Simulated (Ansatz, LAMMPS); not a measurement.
# Glassy 84P2O5-16Fe2O3 (mol %) (127 atoms): geometry optimisation, part 2 of 3

Aim: bring glassy 84P2O5-16Fe2O3 (mol %) (127 atoms) to a nearby minimum of the energy and see what moves.

Ansatz 0.2.0; Kohn-Sham DFT, LDA, PAW (set soft_2), plane waves.

The cell: 32 P, 6 Fe and 89 O. The quench rate of 10 K/ps is orders of magnitude faster than experiment. The starting topology of bonds comes from the classical model. Without a Hubbard term or exact exchange, open shells on Fe are likely too delocalised. The Brillouin zone is sampled at Γ only, in a cell whose shortest periodic width is 12 Å.

So far. Step 3 (Single point at the start): Neighbours are counted within 2.11 Å (O-P), 2.48 Å (O-Fe).

## (4) Relaxation

With the cell held, the atoms are moved downhill towards a nearby minimum.

File input.yaml:

```yaml
crystal:
  lattice:
    - [11.72899, 0.0, 0.0]
    - [0.0, 11.72899, 0.0]
    - [0.0, 0.0, 11.72899]
  atoms:
    [... the 127 atom lines of step 3 ...]
magnetization:
  spin_polarized: true
kpoints:
  mp_grid: { grid: [1, 1, 1] }
hamiltonian:
  xc: lda
scf:
  occupations: { method: gaussian, width: 0.05 }
  lower_state_search: "off"
output:
  forces: true
relax:
  f_tol: 0.05
  max_steps: 111
```

On the command line:

```bash
> ansatz run input.yaml --threads 8 --pin off --max-ram 15872MiB --backend cpu --events-out ev --progress --plain --runs-dir out
```

Numbers of over 12 decimals in the logs are rounded to 6 here.

The program printed:

```text
[...]
Crystal: 127 atoms, lattice volume = 1613.548 Å³
Basis set: ecut = 420 eV, 31463 PW (Γ)
Bands: 537, of which v1, the nominal top of the filled ones, is band 395 counted from 1 (394 counted from 0)
Symmetry: 1 space group operations
[...]
k-points: 1
[...]
Starting moments: Σ|m| = 30 μB on 6 of 127 sites
[...]
SCF iter   1: F=—  HF=-99372.522595 eV  |F-HF|=—  |Δ(HF+E_count)|=         —  Δρ=2.32e-1 (↑2.32e-1 ↓1.19e-1)  dr2=2.28e3  dr2_m=1.94e2  M=-0.707 μB ∫|m|=2.838 μB  β_m=0.30  ethr=3.10e-3  ⟨swp⟩=6.0  Hψ=4722  notcnv=0  defer=237
[...]
SCF iter  24: F=-99175.790016 eV  HF=-99175.790037 eV  |F-HF|=2.09e-5  |Δ(HF+E_count)|=   2.66e-5  Δρ=3.31e-5 (↑3.31e-5 ↓2.28e-5)  dr2=2.79e-5  dr2_m=7.13e-6  M=-19.997 μB ∫|m|=29.746 μB  ethr=7.91e-9  ⟨swp⟩=3.0  Hψ=3341  notcnv=0
SCF 1 converged in 24 iterations: F = -99175.790016 eV  dr2 = 2.79e-5
[...]
relax step   1: F+E_penalty+E_count = -99175.79001584 eV  Δ(F+E_penalty+E_count) = +0.000e0 eV  max|allowed force component| = 5.345e0 eV/Å  Δτ_max = 0.0000 Å  (24 SCF iters, dr2 threshold 6.25e-5 eV, accepted)
[... from here on, the SCF cycles and remarks between the steps are left out ...]
relax step   2: F+E_penalty+E_count = -99178.87781026 eV  Δ(F+E_penalty+E_count) = -3.088e0 eV  max|allowed force component| = 4.073e0 eV/Å  Δτ_max = 0.1411 Å  (9 SCF iters, dr2 threshold 1.00e-4 eV, accepted)
relax step   3: F+E_penalty+E_count = -99182.52446196 eV  Δ(F+E_penalty+E_count) = -3.647e0 eV  max|allowed force component| = 8.266e-1 eV/Å  Δτ_max = 0.1994 Å  (10 SCF iters, dr2 threshold 1.00e-4 eV, accepted)
relax step   4: F+E_penalty+E_count = -99183.69491091 eV  Δ(F+E_penalty+E_count) = -1.170e0 eV  max|allowed force component| = 6.497e-1 eV/Å  Δτ_max = 0.2000 Å  (10 SCF iters, dr2 threshold 4.27e-5 eV, accepted)
relax step   5: F+E_penalty+E_count = -99184.13308717 eV  Δ(F+E_penalty+E_count) = -4.382e-1 eV  max|allowed force component| = 6.808e-1 eV/Å  Δτ_max = 0.1280 Å  (10 SCF iters, dr2 threshold 2.64e-5 eV, accepted)
relax step   6: F+E_penalty+E_count = -99184.56639770 eV  Δ(F+E_penalty+E_count) = -4.333e-1 eV  max|allowed force component| = 3.809e-1 eV/Å  Δτ_max = 0.2000 Å  (8 SCF iters, dr2 threshold 1.00e-4 eV, accepted)
relax step   7: F+E_penalty+E_count = -99185.05167609 eV  Δ(F+E_penalty+E_count) = -4.853e-1 eV  max|allowed force component| = 5.743e-1 eV/Å  Δτ_max = 0.2000 Å  (9 SCF iters, dr2 threshold 4.54e-5 eV, accepted)
relax step   8: F+E_penalty+E_count = -99185.61019099 eV  Δ(F+E_penalty+E_count) = -5.585e-1 eV  max|allowed force component| = 7.538e-1 eV/Å  Δτ_max = 0.2000 Å  (8 SCF iters, dr2 threshold 1.00e-4 eV, accepted)
relax step   9: F+E_penalty+E_count = -99185.94583309 eV  Δ(F+E_penalty+E_count) = -3.356e-1 eV  max|allowed force component| = 1.435e0 eV/Å  Δτ_max = 0.1949 Å  (8 SCF iters, dr2 threshold 1.00e-4 eV, accepted)
relax step  10: F+E_penalty+E_count = -99186.30774109 eV  Δ(F+E_penalty+E_count) = -3.619e-1 eV  max|allowed force component| = 5.185e-1 eV/Å  Δτ_max = 0.2000 Å  (8 SCF iters, dr2 threshold 1.00e-4 eV, accepted)
relax step  11: F+E_penalty+E_count = -99186.49359490 eV  Δ(F+E_penalty+E_count) = -1.859e-1 eV  max|allowed force component| = 4.071e-1 eV/Å  Δτ_max = 0.2000 Å  (8 SCF iters, dr2 threshold 3.51e-5 eV, accepted)
relax step  12: F+E_penalty+E_count = -99186.39204187 eV  Δ(F+E_penalty+E_count) = +1.016e-1 eV  max|allowed force component| = 8.541e-1 eV/Å  Δτ_max = 0.1936 Å  (9 SCF iters, dr2 threshold 2.16e-5 eV, rejected (line search))
relax step  13: F+E_penalty+E_count = -99186.62853945 eV  Δ(F+E_penalty+E_count) = -1.349e-1 eV  max|allowed force component| = 2.663e-1 eV/Å  Δτ_max = 0.0968 Å  (12 SCF iters, accepted)
relax step  14: F+E_penalty+E_count = -99186.71866874 eV  Δ(F+E_penalty+E_count) = -9.013e-2 eV  max|allowed force component| = 2.154e-1 eV/Å  Δτ_max = 0.0981 Å  (8 SCF iters, dr2 threshold 3.04e-5 eV, accepted)
relax step  15: F+E_penalty+E_count = -99186.78401066 eV  Δ(F+E_penalty+E_count) = -6.534e-2 eV  max|allowed force component| = 2.732e-1 eV/Å  Δτ_max = 0.1460 Å  (9 SCF iters, dr2 threshold 1.99e-5 eV, accepted)
relax step  16: F+E_penalty+E_count = -99186.83037101 eV  Δ(F+E_penalty+E_count) = -4.636e-2 eV  max|allowed force component| = 2.705e-1 eV/Å  Δτ_max = 0.0508 Å  (7 SCF iters, dr2 threshold 4.88e-5 eV, accepted)
relax step  17: F+E_penalty+E_count = -99186.83155912 eV  Δ(F+E_penalty+E_count) = -1.188e-3 eV  max|allowed force component| = 4.353e-1 eV/Å  Δτ_max = 0.2000 Å  (8 SCF iters, dr2 threshold 7.18e-5 eV, accepted)
relax step  18: F+E_penalty+E_count = -99186.89546911 eV  Δ(F+E_penalty+E_count) = -6.391e-2 eV  max|allowed force component| = 1.434e-1 eV/Å  Δτ_max = 0.0882 Å  (8 SCF iters, dr2 threshold 1.00e-4 eV, accepted)
relax step  19: F+E_penalty+E_count = -99186.90738299 eV  Δ(F+E_penalty+E_count) = -1.191e-2 eV  max|allowed force component| = 9.350e-2 eV/Å  Δτ_max = 0.0522 Å  (11 SCF iters, accepted)
relax step  20: F+E_penalty+E_count = -99186.85122785 eV  Δ(F+E_penalty+E_count) = +5.616e-2 eV  max|allowed force component| = 6.064e-1 eV/Å  Δτ_max = 0.2000 Å  (13 SCF iters, rejected (line search))
relax step  21: F+E_penalty+E_count = -99186.92397408 eV  Δ(F+E_penalty+E_count) = -1.659e-2 eV  max|allowed force component| = 1.118e-1 eV/Å  Δτ_max = 0.0860 Å  (12 SCF iters, accepted)
relax step  22: F+E_penalty+E_count = -99186.92700416 eV  Δ(F+E_penalty+E_count) = -3.030e-3 eV  max|allowed force component| = 8.328e-2 eV/Å  Δτ_max = 0.0164 Å  (7 SCF iters, dr2 threshold 5.31e-6 eV, accepted)
relax step  23: F+E_penalty+E_count = -99186.87658463 eV  Δ(F+E_penalty+E_count) = +5.042e-2 eV  max|allowed force component| = 3.872e-1 eV/Å  Δτ_max = 0.1309 Å  (10 SCF iters, dr2 threshold 3.85e-6 eV, rejected (line search))
relax step  24: F+E_penalty+E_count = -99186.93299181 eV  Δ(F+E_penalty+E_count) = -5.988e-3 eV  max|allowed force component| = 4.836e-2 eV/Å  Δτ_max = 0.0553 Å  (13 SCF iters, accepted)
SCF converged after 13 iterations
Magnetization: -20.0000 μB (385.0000 up, 405.0000 down)
Absolute magnetization: 29.8689 μB (∫|ρ↑−ρ↓|, with the PAW one-centre terms)
[...]
Per-site moments (μB) at R_I (Å): [(0.000413639, 0.617909), (-0.00304401, 0.604440), (-0.000326624, 0.596778), (0.00372097, 0.601144), (-0.00440618, 0.608694), [...]
Free energy (F): -99186.932992 eV
[...]
Internal energy: -99186.932992 eV  (E = F + TS)
E sigma→0 (E₀):  -99186.932992 eV
Fermi energy:    4.221455 eV
[...]
--- Forces (eV/Å), atoms counted from 1 ---
  atom   1  P     -0.01875597     0.00195867     0.00597384
  atom   2  P      0.00553026    -0.02157475     0.00985470
  atom   3  P     -0.00833545     0.00919941     0.00071488
  atom   4  P     -0.01242659     0.00875143    -0.00692386
  atom   5  P      0.01041226    -0.00388193     0.02414513
  atom   6  P     -0.01410683     0.00195232    -0.00967752
  atom   7  P     -0.00271092    -0.00002853    -0.01815330
  atom   8  P     -0.03769687    -0.00989751     0.00697273
  atom   9  P      0.00003100     0.00823264    -0.00923363
  atom  10  P      0.00150412     0.00962320    -0.00486514
  atom  11  P      0.01300008    -0.01245711    -0.00766936
  atom  12  P     -0.01490918     0.00152787    -0.01521004
  atom  13  P      0.01145706    -0.00170743     0.03131113
  atom  14  P      0.00691940     0.00921442    -0.01174344
[...]
atom 126  O     -0.00718907     0.00846063     0.02061400
  atom 127  O      0.01720742    -0.02681405    -0.00994922
  max |Σ_I F_I| component: 7.84e-5 eV/Å
--- Relaxed structure (24 steps of the walk, 21 accepted, 0 SCFs on fresh bases) ---
  F+E_penalty+E_count = -99186.93299181 eV   max|allowed force component| = 4.836e-2 eV/Å
  atoms:
    - { symbol: P, position: [0.852897, 0.869388, 0.756265] }
    - { symbol: P, position: [0.213210, 0.972806, 0.820610] }
    - { symbol: P, position: [0.288232, 0.179984, 0.495742] }
    - { symbol: P, position: [0.063783, 0.166328, 0.802904] }
[...]
- { symbol: O, position: [0.900903, 0.923462, 0.642760] }
```

It took 11 min on 8 threads of Arm Neoverse V1, shared host; peak memory 4.1 GiB; 84 min of CPU time.

The steps of the relaxation (22 of 24):

```tsv
step	energy less that of the first step (eV)	largest force component (eV/Å)
1	0.0000	5.3447
2	-3.0878	4.0730
3	-6.7344	0.8266
4	-7.9049	0.6497
5	-8.3431	0.6808
6	-8.7764	0.3809
8	-9.8202	0.7538
9	-10.1558	1.4350
10	-10.5177	0.5185
11	-10.7036	0.4071
12	-10.6020	0.8541
13	-10.8385	0.2663
14	-10.9287	0.2155
15	-10.9940	0.2732
16	-11.0404	0.2705
17	-11.0415	0.4353
19	-11.1174	0.0935
20	-11.0612	0.6064
21	-11.1340	0.1118
22	-11.1370	0.0833
23	-11.0866	0.3872
24	-11.1430	0.0484
```

Relaxation steps 12, 20, 23 were tried and not accepted.

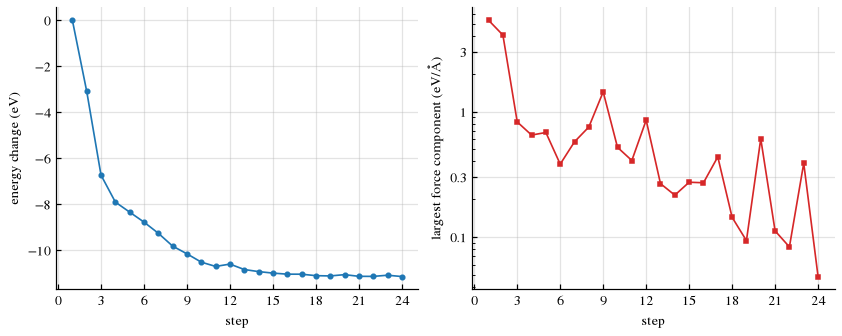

Energy and largest force along the relaxation.

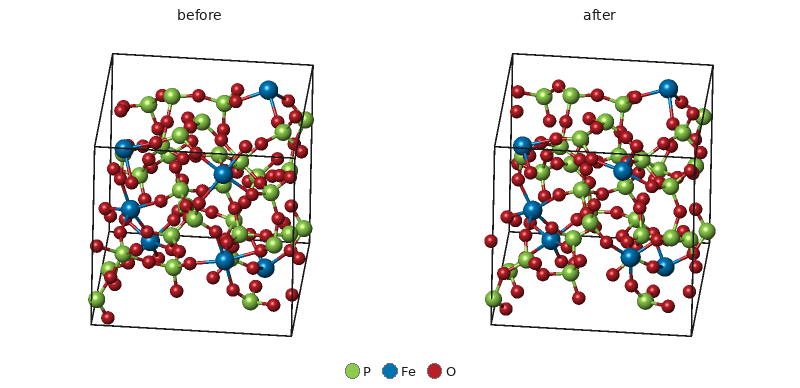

Before and after, at one scale. Bonds to atoms that aren't drawn are left out.

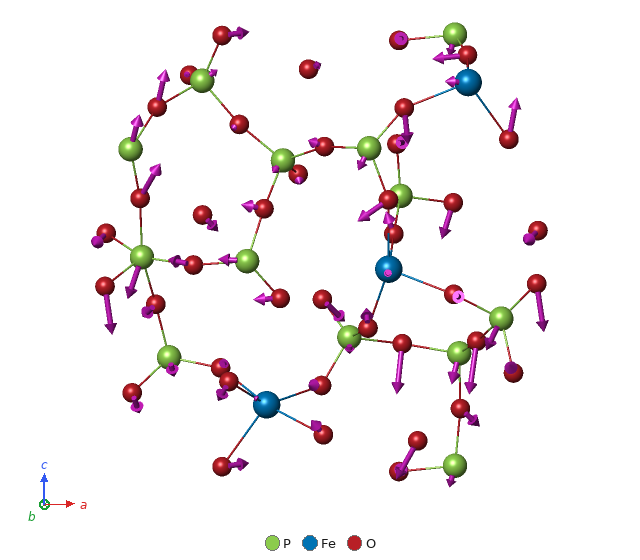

Displacements in the relaxation, exaggerated; the longest in the cell stands for 1.00 Å. Drawn is a slice 4 Å thick, seen along the normal of the ac plane. Bonds to atoms that aren't drawn are left out.

The atoms that moved most (Å):

```tsv
atom	dx	dy	dz	length
O107	-0.160	-0.340	-0.924	0.998
O121	-0.178	-0.354	0.856	0.943
O124	-0.115	-0.271	-0.870	0.919
O115	0.693	-0.472	0.358	0.912
O114	-0.004	-0.376	0.813	0.896
O101	-0.866	0.173	-0.088	0.887
O82	0.318	-0.474	0.652	0.867
O66	0.124	-0.035	-0.844	0.854
```

The relaxation changed the energy by -87.7 meV/atom, and atoms moved by 0.48 Å r.m.s., 1.00 Å at most.

## (5) Local order after relaxation

Bonds before and after, by the cutoffs listed below:

```tsv
pair	bonds before	bonds after	mean before (Å)	mean after (Å)	spread before (Å)	spread after (Å)
O-P	132	129	1.550	1.550	0.063	0.067
O-Fe	33	32	2.048	1.956	0.104	0.078
```

Density 2.83 g/cm³, 12.71 Å³ an atom.

Pair distribution functions g(r), in bins of 0.2 Å:

```tsv
r (Å)	total	O-O	O-P	O-Fe	P-P	P-Fe	Fe-Fe
1.40	1.40	0.00	3.96	0.00	0.00	0.00	0.00
1.60	2.88	0.00	8.13	0.00	0.00	0.00	0.00
1.80	0.23	0.00	0.08	3.13	0.00	0.00	0.00
2.00	0.46	0.00	0.06	6.69	0.00	0.00	0.00
2.20	0.02	0.00	0.00	0.27	0.00	0.00	0.00
2.40	1.07	2.18	0.00	0.00	0.00	0.00	0.00
2.60	1.73	3.50	0.00	0.17	0.00	0.00	0.00
2.80	0.54	0.93	0.11	0.15	0.60	0.00	0.00
3.00	0.80	0.82	0.32	0.13	4.31	0.37	0.00
3.20	0.82	0.74	0.83	0.12	0.77	4.50	0.00
3.40	0.86	0.73	1.04	0.31	0.00	4.72	0.00
3.60	0.78	0.57	1.23	0.83	0.00	0.27	0.00
3.80	1.17	0.78	1.96	1.07	0.34	0.00	0.00
4.00	1.27	0.82	2.04	1.57	0.62	0.21	0.00
4.20	1.00	0.82	1.05	2.30	0.92	0.95	0.00
4.40	1.11	1.11	0.89	2.05	1.60	0.36	0.00
4.60	1.06	1.27	0.67	1.08	1.67	0.80	0.00
4.80	1.13	1.39	0.74	0.52	1.90	1.31	0.00
5.00	1.02	1.29	0.71	0.34	1.15	1.46	2.85
5.20	1.02	1.02	0.95	0.71	1.73	1.48	0.00
5.40	1.00	0.91	1.17	0.61	0.95	1.26	1.19
5.60	0.99	0.93	1.10	0.88	0.84	1.29	1.17
5.80	0.94	0.89	0.98	1.32	0.48	1.60	1.07
```

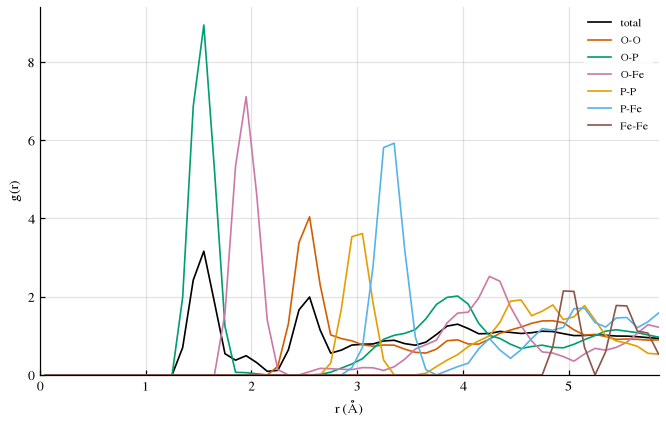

Pair distribution functions, lightly smoothed.

Bonds by pair of elements; cutoffs follow the first minimum of g(r), held within bounds set by covalent radii, and pairs that aren't listed don't count as bonded:

```tsv
pair A-B	cutoff (Å)	bonds	mean length (Å)	spread (Å)	shortest (Å)	B about A	A about B
O-P	1.93	129	1.55	0.067	1.45	1.45	4.03
O-Fe	2.43	32	1.96	0.078	1.82	0.36	5.33
```

How many atoms have how many bonded neighbours:

```tsv
element	mean	1	2	4	5	6
Fe	5.33	0	0	0	4	2
O	1.81	17	72	0	0	0
P	4.03	0	0	31	1	0
```

Bond angles, per cent of each kind in bins of 5°:

```tsv
angle (°)	O-P-O	O-Fe-O	P-O-P	Fe-O-P
75–80	0.0	2.9	0.0	0.0
80–85	0.0	14.3	0.0	0.0
85–90	2.0	18.6	0.0	0.0
90–95	2.5	20.0	0.0	0.0
95–100	5.6	2.9	0.0	0.0
100–105	21.9	14.3	0.0	0.0
105–110	28.1	2.9	0.0	0.0
110–115	17.9	0.0	0.0	0.0
115–120	14.8	0.0	0.0	0.0
120–125	5.1	4.3	5.0	0.0
125–130	1.5	0.0	7.5	9.4
130–135	0.0	1.4	12.5	6.2
135–140	0.0	0.0	12.5	18.8
140–145	0.0	0.0	20.0	9.4
145–150	0.0	1.4	15.0	15.6
150–155	0.0	1.4	7.5	9.4
155–160	0.0	2.9	10.0	3.1
160–165	0.0	7.1	7.5	15.6
165–170	0.0	4.3	0.0	9.4
170–175	0.5	1.4	2.5	3.1
```

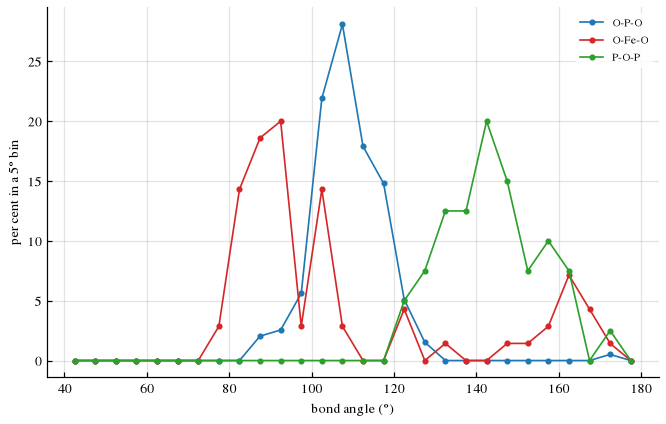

Distributions of the most common bond angles.

Bond angles (no mean is given where the spread exceeds 20°):

```tsv
angle	count	mean (°)	spread (°)
O-P-O	196	109	8.8
O-Fe-O	70	-	-
P-O-P	40	144	11.6
Fe-O-P	32	148	13.2
```

Oxygen atoms by the number of network formers (Si, P, Ge, B, Al, As, Ga) bound to them:

```tsv
network formers bound to O	O atoms	per cent
0	0	0
1	49	55.1
2	40	44.9
```

Network units: each former by its oxygen neighbours and how many of them bridge to another former:

```tsv
former	O neighbours	bridging O	atoms
P	4	1	3
P	4	2	13
P	4	3	13
P	4	4	2
P	5	4	1
```

Bond length by coordination (bonds to H left out):

```tsv
element	coordination	atoms	mean bond length (Å)
Fe	5	4	1.93
Fe	6	2	2.00
O	1	17	1.46
O	2	72	1.65
P	4	31	1.55
P	5	1	1.64
```

Rings of the network by King's shortest-path rule, up to 12 atoms, one path for each pair of neighbours; H, halogens, alkali and alkaline-earth atoms are left out, and the last column divides by all other atoms, bonded or not:

```tsv
ring size (atoms)	rings	per network atom
6	3	0.024
8	3	0.024
10	10	0.079
12	20	0.157
```

First main peaks of g(r), for some of the pairs, lie near 2.5 Å (O-O), 1.5 Å (O-P), 1.9 Å (O-Fe), 3.0 Å (P-P) and 3.3 Å (P-Fe). By these cutoffs 67 % of Fe atoms have 5, 81 % of O atoms have 2 and 97 % of P atoms have 4 bonded neighbours. The O-P-O angle averages 109° with a spread of 9°. Counting bonds to P alone, not to Fe, 45 % of the oxygens join two of these atoms and 55 % one. Rings of 12 atoms are the most common (56 % of those counted); sizes run from 6 to 12, where the search stops.

[end of part 2 of 3]

[Logs are printed without paths, hosts, clocks, repeated set-up lines and the standing remarks that a program may print on its own settings, such as how far it seeks lower states.]

[Hosts, paths, dates, database ids (printed as entryN), source tags and the programs' standing remarks are cut or masked in the printed files.]
